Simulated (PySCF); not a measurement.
C5H8P2

```yaml
atoms:
  - { symbol: P, position_ang: [2.6507, 0.7763, 0.2379] }
  - { symbol: P, position_ang: [1.2280, -0.8711, -0.3540] }
  - { symbol: C, position_ang: [0.1997, -0.8677, 1.1459] }
  - { symbol: C, position_ang: [-1.0700, -0.4491, 1.2153] }
  - { symbol: C, position_ang: [-1.8623, 0.1743, 0.1103] }
  - { symbol: C, position_ang: [-1.1213, 0.4534, -1.1587] }
  - { symbol: C, position_ang: [0.1442, 0.1128, -1.4325] }
  - { symbol: H, position_ang: [3.5162, -0.1100, 0.9570] }
  - { symbol: H, position_ang: [3.4324, 0.6410, -0.9549] }
  - { symbol: H, position_ang: [0.6559, -1.3172, 2.0350] }
  - { symbol: H, position_ang: [-1.6040, -0.5676, 2.1659] }
  - { symbol: H, position_ang: [-2.7403, -0.4642, -0.1135] }
  - { symbol: H, position_ang: [-2.3139, 1.1160, 0.4779] }
  - { symbol: H, position_ang: [-1.6930, 0.9870, -1.9276] }
  - { symbol: H, position_ang: [0.5601, 0.3723, -2.4124] }
```

Geometry: PBE0-D3(BJ)/def2-SVP.

Theory: PBE0/pcSseg-1, SCF density, gas phase, non-relativistic (PySCF).

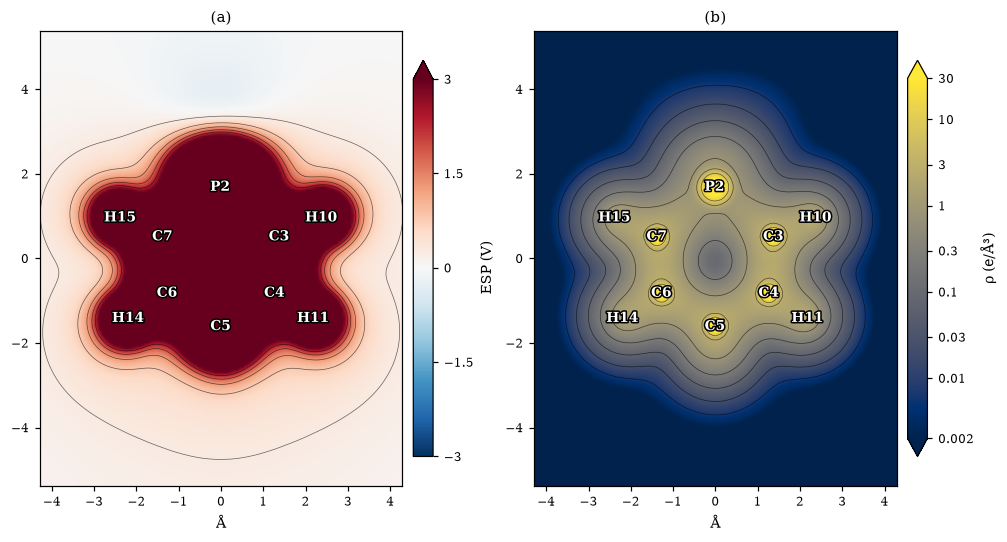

Figure 1. (a) molecular electrostatic potential; (b) total electron density on the plane of atoms C4, C3 and H10.

Read the bonding off the picture.

Answer. Atoms in the plane: P, C and H. C–C (1.34 Å): the density is about 2.2 e/Å³ at the midpoint. C–P (1.82 Å): the density is about 1.2 e/Å³ at the midpoint. C–H (1.10 Å): ρ at the midpoint is about 2 e/Å³. C–C (1.50 Å): the density is about 1.7 e/Å³ at the midpoint. The potential has no marked negative region in this plane.

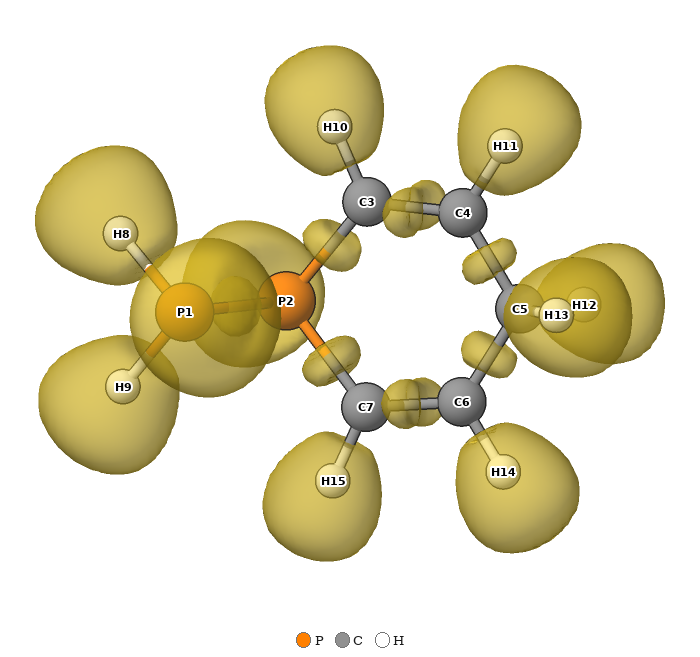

Figure 2. Isosurface of the ELF at 0.85 (yellow), seen at a tilt. Only the valence region is drawn (cores and ρ < 0.01 e/Å³ removed).

Where are the electrons localised?

Answer. At this value the surface marks out four regions between bonded C–C atoms (shared pairs), two regions between bonded C–P atoms (shared pairs), one region between bonded P–P atoms (shared pairs), eight regions around hydrogen nuclei and two lobes on P, pointing away from the bonds (lone pairs). Profiles from the grid: C–C (1.34 Å): the ELF peaks at about 0.95 between the atoms: a short, multiple covalent bond. C–P (1.82 Å): the ELF peaks at about 0.95 between the atoms; a shared electron pair.

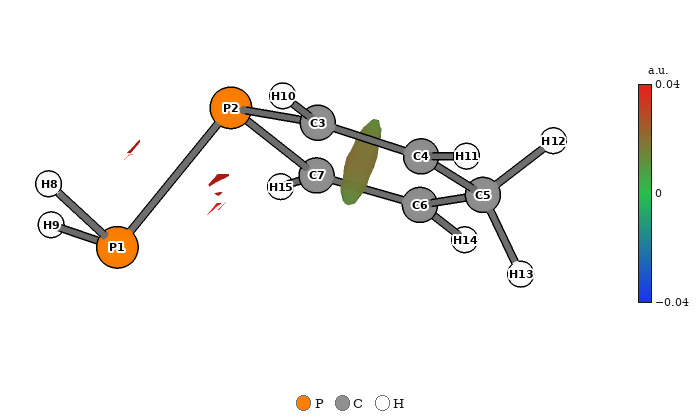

Figure 3. Non-covalent interaction (NCI) plot: the surface where the reduced density gradient is 0.5, for densities under 0.05 a.u., coloured by sign(λ₂)ρ; seen from one side.

Which non-covalent interactions does the plot reveal?

Answer. Inside the ring or cage of P2, C3, C4, C5, C6 and C7: steric crowding (red).
